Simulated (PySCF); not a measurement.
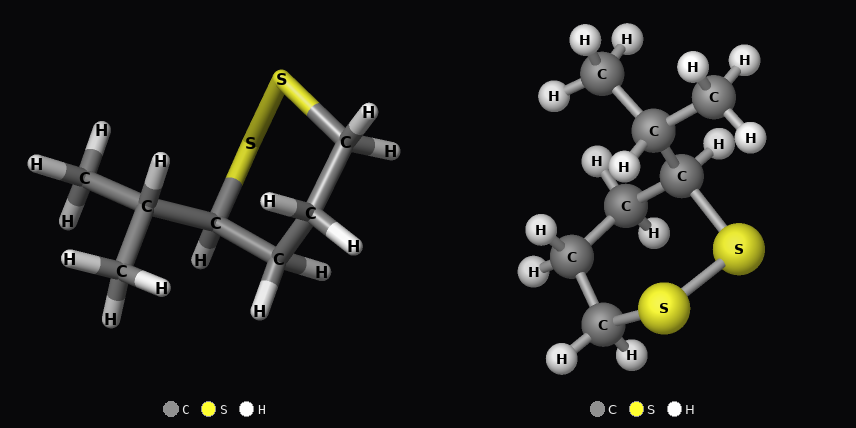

The same structure drawn twice, from different directions.

Computed geometry: PBE0-D3(BJ)/def2-SVP optimisation. No frequency run is at hand to confirm it as a minimum.

**What is the molecular formula?**

C7H14S2, 23 atoms: 7 carbon, 14 hydrogen and 2 sulfur.

**Describe its rings.**

Independent rings (smallest set): 1 of 6 members.

**What is its SMILES?**

CC(C)[C@@H]1CCCSS1

**Count the bonded pairs by element.**

14 C–H, 6 C–C, 2 C–S, 1 S–S.

More results for the same structure follow; atom numbers are the same in all pictures, views and colours differ.

**Symmetry**

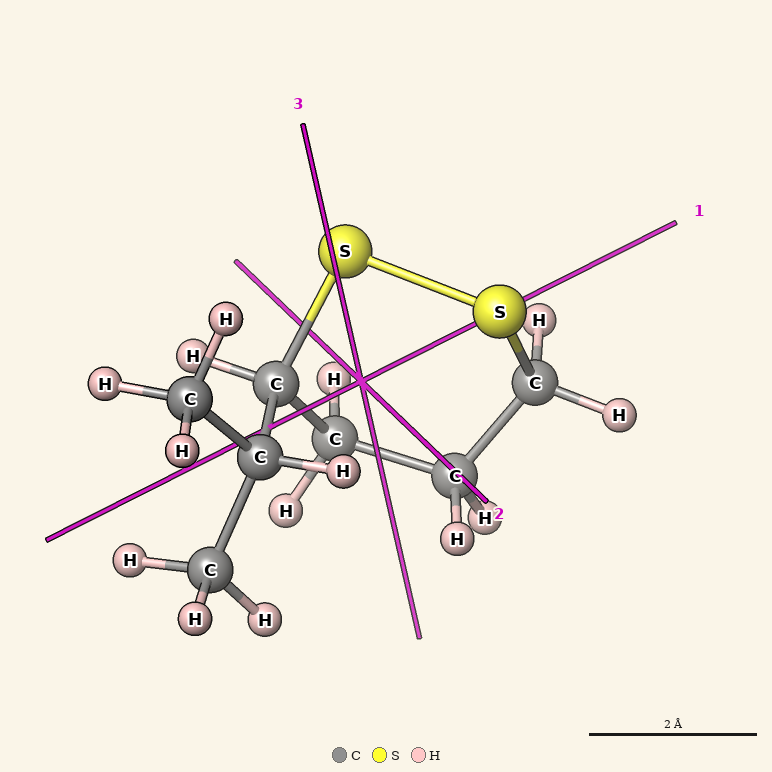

The three principal axes of inertia are drawn and numbered. Distant atoms are faded towards the background colour. No frequency run is at hand to confirm it as a minimum. Masses are those of the most abundant isotopes; constants are for the rigid equilibrium geometry.

**Which line is the a axis (least moment of inertia), which b and which c?**

a is line 1, b is line 3, c is line 2; the moments are 310, 510, 639 u Å².

**Classify the rotor and give the rotational constants (MHz).**

An asymmetric top (C1): A = 1628, B = 991, C = 791 MHz. Ray's parameter κ is −0.52, nearer the prolate limit.

**Ring current**

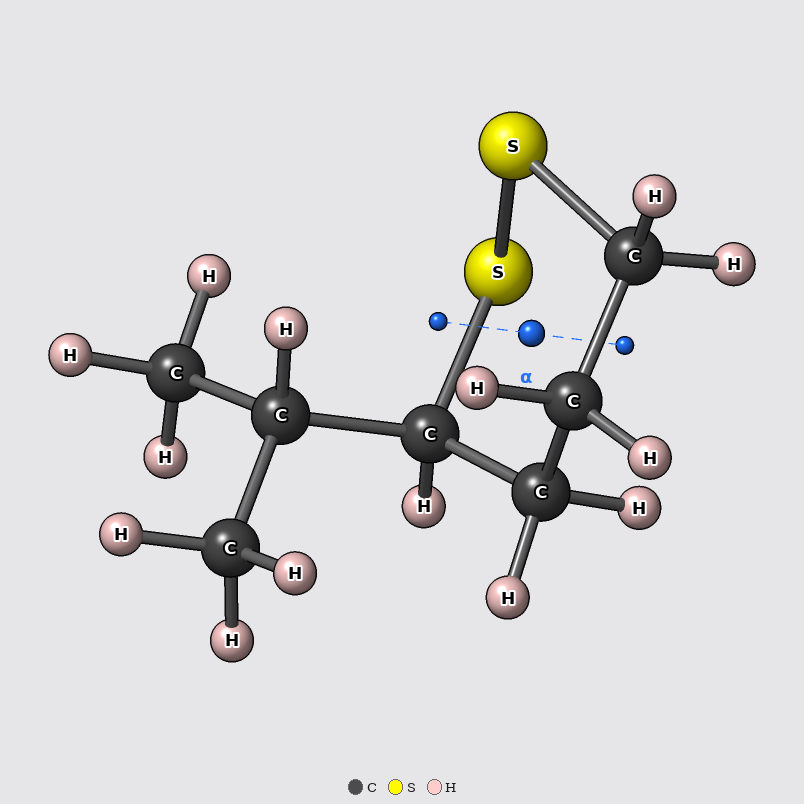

The small points mark where nucleus-independent chemical shifts (NICS) were computed: at the centre of each lettered ring and 1 Å above and below it. No frequency run is at hand to confirm it as a minimum. Level of theory: GIAO PBE0/pcSseg-1 NMR shielding, non-relativistic, IEF-PCM acetonitrile (PySCF 2.14.0).

Give NICS(0), NICS(1) and the out-of-plane component NICS(1)zz for each ring (means of the two sides).

```
ring  members  NICS(0)  NICS(1)  NICS(1)zz
   α     C4S2     −2.5     −1.8        4.9
```

Values in ppm.

**What do the values say about the ring currents?**

Ring α: weak, as in a non-aromatic ring. NICS is one index among several.

**Charges**

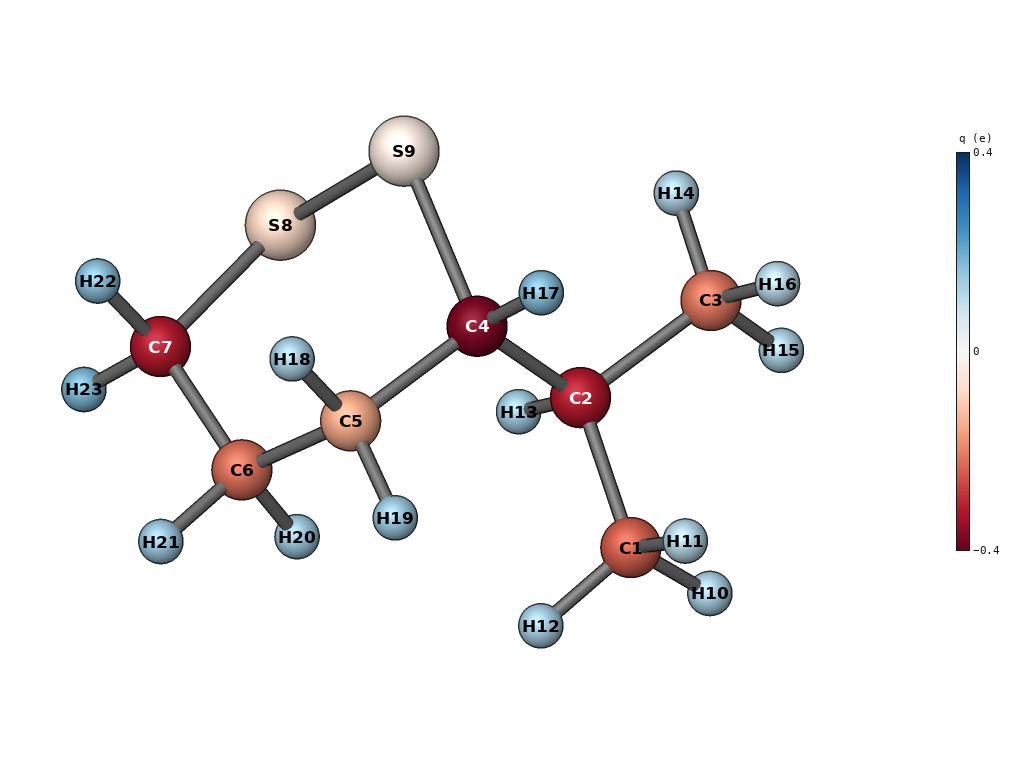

Atoms are coloured by their Mulliken charges. No frequency run is at hand to confirm it as a minimum. Properties computed with PBE0/pcSseg-1 in acetonitrile (IEF-PCM) (PySCF 2.14.0).

List the Mulliken charges.

| atom | value (e) |
| --- | --- |
| C1 | −0.24 |
| C2 | −0.32 |
| C3 | −0.22 |
| C4 | −0.37 |
| C5 | −0.15 |
| C6 | −0.22 |
| C7 | −0.32 |
| S8 | −0.08 |
| S9 | −0.04 |
| H10 | 0.12 |
| H11 | 0.12 |
| H12 | 0.13 |
| H13 | 0.14 |
| H14 | 0.12 |
| H15 | 0.12 |
| H16 | 0.11 |
| H17 | 0.17 |
| H18 | 0.13 |
| H19 | 0.15 |
| H20 | 0.14 |
| H21 | 0.15 |
| H22 | 0.17 |
| H23 | 0.18 |

**Electronic properties**

No frequency run is at hand to confirm it as a minimum. Level of theory: PBE0/pcSseg-1 in water (IEF-PCM) (PySCF 2.14.0).

What does the calculation give?

- dipole moment: 4.04 D
- HOMO energy (Kohn–Sham orbital): −6.40 eV
- LUMO energy (Kohn–Sham orbital): −0.47 eV
- HOMO–LUMO gap: 5.92 eV

Mulliken values depend strongly on the basis set and can even reverse the polarity of a bond.
